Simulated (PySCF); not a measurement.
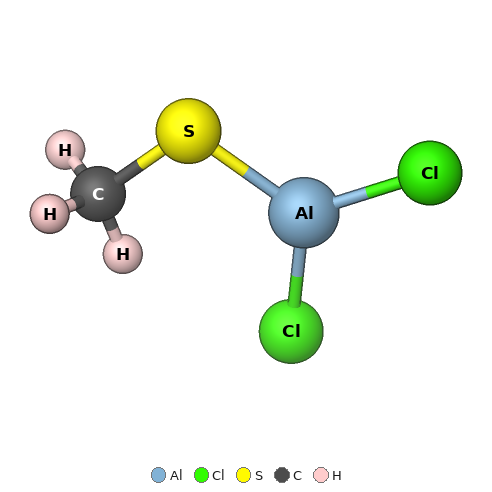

The picture shows a molecular structure as a ball-and-stick model.

What does the picture show?

It has 8 atoms: 1 carbon, 3 hydrogen, 1 aluminium, 2 chlorine and 1 sulfur (CH₃AlCl₂S). Its SMILES string is `C[S][Al]([Cl])[Cl]`. Coordination: 1 Al trigonal planar; 1 S bent; 1 C tetrahedral.

More results for the same structure follow; atom numbers are the same in all pictures, views and colours differ. Computed geometry: PBE0-D3(BJ)/def2-SVP optimisation. No frequency run is at hand to confirm it as a minimum.

## Levels of theory compared

No frequency run is at hand to confirm it as a minimum. Program: PySCF 2.14.0.

Tabulate HOMO energy (eV) at these levels: B3LYP/pcSseg-1 (pcSseg-2 on Al); PBE/pcSseg-1 (pcSseg-2 on Al); PBE0/pcSseg-1 (pcSseg-2 on Al); ωB97X-D/def2-SVPD.

| level | HOMO energy (eV) |
| --- | --- |
| B3LYP/pcSseg-1 (pcSseg-2 on Al) | −7.44 |
| PBE/pcSseg-1 (pcSseg-2 on Al) | −6.50 |
| PBE0/pcSseg-1 (pcSseg-2 on Al) | −7.72 |
| ωB97X-D/def2-SVPD | −9.51 |

## Bond orders

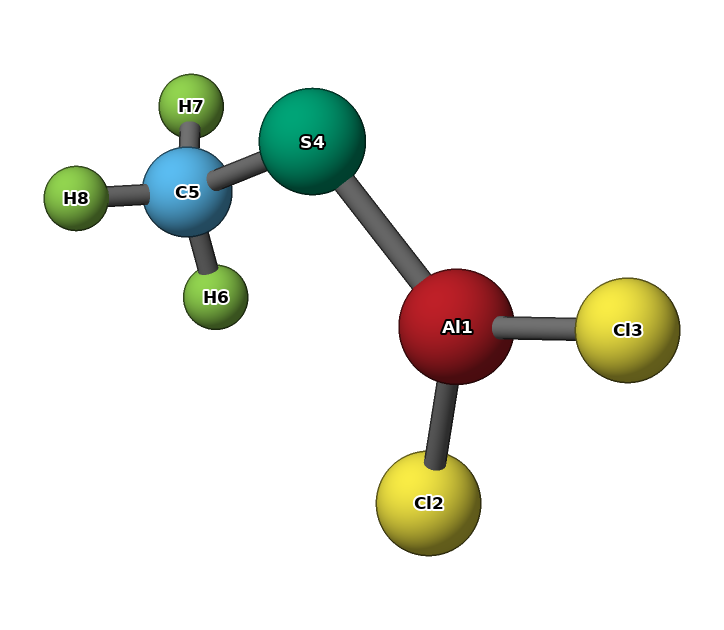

The thickness of each stick grows with its Mayer bond order. No frequency run is at hand to confirm it as a minimum. Level of theory: PBE0/pcSseg-1 (pcSseg-2 on Al) (PySCF 2.14.0).

List the Mayer bond orders of Al1–Cl2, Al1–Cl3, Al1–S4, S4–C5, C5–H6, C5–H7, C5–H8. Atoms whose distances differ by more than 0.02 Å in this geometry are listed apart.

| bond | Mayer order | length (Å) |
| --- | --- | --- |
| Al1–Cl2 | 1.04 | 2.095 |
| Al1–Cl3 | 1.09 | 2.084 |
| Al1–S4 | 1.15 | 2.153 |
| S4–C5 | 0.97 | 1.831 |
| C5–H6 | 0.94 | 1.098 |
| C5–H7 | 0.95 | 1.098 |
| C5–H8 | 0.95 | 1.098 |

## NMR shielding

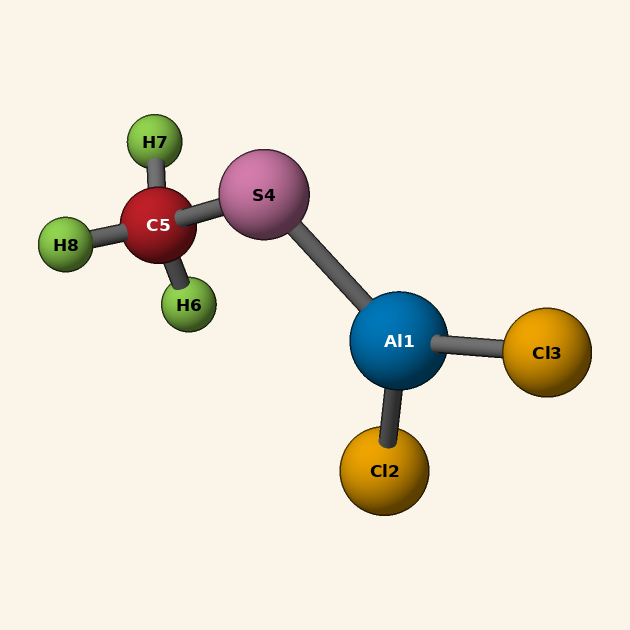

No frequency run is at hand to confirm it as a minimum. Level of theory: GIAO PBE0/pcSseg-1 (pcSseg-2 on Al) NMR shielding, non-relativistic, gas phase (PySCF 2.14.0). Principal shieldings σ11 ≤ σ22 ≤ σ33, span Ω = σ33 − σ11, skew κ = 3(σiso − σ22)/Ω.

Give the shielding tensors of the C atoms.

```json
{"atom": "C5", "σ11": "162.0", "σ22": "162.4", "σ33": "190.1", "σiso": "171.5", "Ω": "28.1", "κ": "0.97"}
```

Shieldings and span in ppm.
